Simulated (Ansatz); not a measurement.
# C2H4ClNSi: the cost of one run

Method: RKS B3LYP/def2-SVP, in Ansatz 0.2.0.

## (1) Starting point

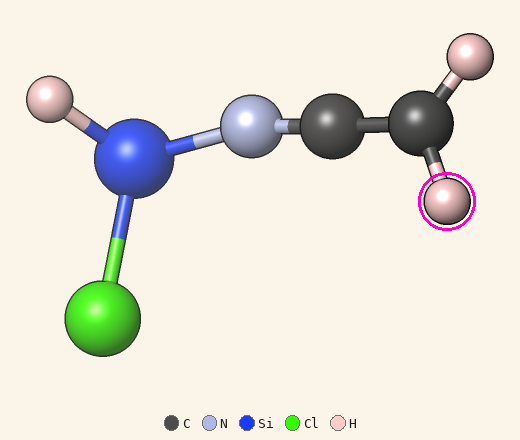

The starting structure, seen from a chosen angle (carbon dark grey, nitrogen light blue, silicon blue, chlorine green, hydrogen pink). Ringed: H6.

As a file:

```xyz
9

C     0.9821    1.3681    1.5739
C     0.5452    0.4802    0.7458
N     0.1700   -0.3562   -0.0029
Si   -0.6113   -1.1955   -1.2237
Cl   -2.1705   -0.0268   -1.9909
H     0.4256    2.3843    1.5797
H     1.7932    1.2452    2.2359
H    -1.2756   -2.3989   -0.6426
H     0.2299   -1.5468   -2.2923
```

## (2) End point A

Input file input.yaml:

```yaml
crystal:
  periodic: [false, false, false]
  atoms:
    - { symbol: C, position_ang: [0.9821, 1.3681, 1.5739] }
    - { symbol: C, position_ang: [0.5452, 0.4802, 0.7458] }
    - { symbol: "N", position_ang: [0.17, -0.3562, -0.0029] }
    - { symbol: Si, position_ang: [-0.6113, -1.1955, -1.2237] }
    - { symbol: Cl, position_ang: [-2.1705, -0.0268, -1.9909] }
    - { symbol: H, position_ang: [0.4256, 2.3843, 1.5797] }
    - { symbol: H, position_ang: [1.7932, 1.2452, 2.2359] }
    - { symbol: H, position_ang: [-1.2756, -2.3989, -0.6426] }
    - { symbol: H, position_ang: [0.2299, -1.5468, -2.2923] }
basis:
  gaussian: { orbitals: def2-SVP }
hamiltonian:
  xc: b3lyp
relax:
  f_tol: 0.02
  max_steps: 50
```

Command:

```console
$ ansatz run input.yaml --threads 2 --pin off --max-ram 3072MiB --backend cpu --events-out ev --progress --plain --runs-dir out
```

What time and memory should one allow on 2 threads of Arm Neoverse V1, shared host?

About 60 s, with a peak of 0.2 GiB.
